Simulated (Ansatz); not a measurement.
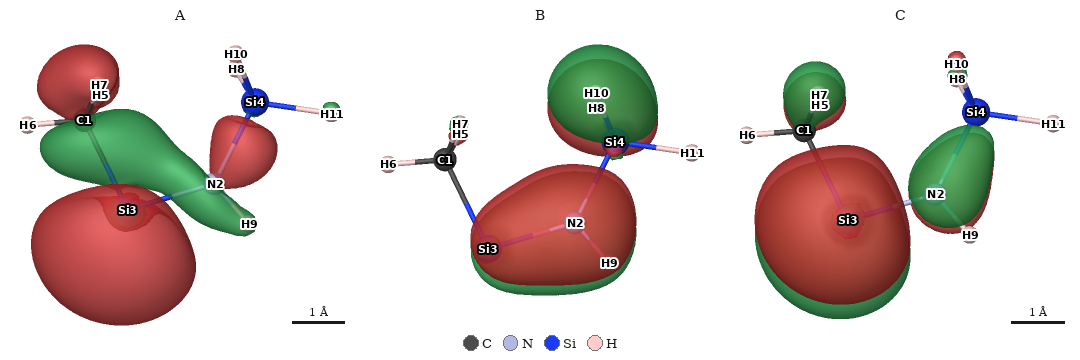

*CH₇NSi₂. Three frontier orbitals at ±0.08 Å⁻³ᐟ² (green and red are the two phases), in no order.*

Geometry: B3LYP-D3(BJ)/def2-SVP.

Level of theory: isolated molecule in a Gaussian basis; Kohn-Sham density functional theory, functional PBE0 (Ansatz).

```
atom    x (Å)    y (Å)    z (Å)
   C  -2.2695  -1.4592   1.4373
   N  -0.4217   0.4529   0.5739
  Si  -0.5207  -0.7597   1.8288
  Si  -1.5307   0.9541  -0.7037
   H  -2.3262  -1.8673   0.4111
   H  -2.5355  -2.2691   2.1346
   H  -3.0471  -0.6770   1.5195
   H  -1.8378  -0.1716  -1.6316
   H   0.4540   0.9752   0.5834
   H  -2.8202   1.4494  -0.1429
   H  -0.8768   2.0535  -1.4699
```

Order the three orbitals by energy and name them.

Answer. B is the HOMO−1 (−8.20 eV). Its weight (Hirshfeld) is mainly on N2 (about 50 %), Si4 (about 15 %), Si3 (about 15 %), H8 (about 10 %) and H10 (about 10 %). A is the HOMO (−6.21 eV). By Hirshfeld shares it lies mainly on Si3 (about 70 %), C1 (about 15 %) and N2 (about 5 %). C is the LUMO (−1.59 eV). By Hirshfeld shares it lies mainly on Si3 (about 75 %) and N2 (about 10 %).

What is the HOMO–LUMO gap?

Answer. 4.62 eV between the orbital energies.
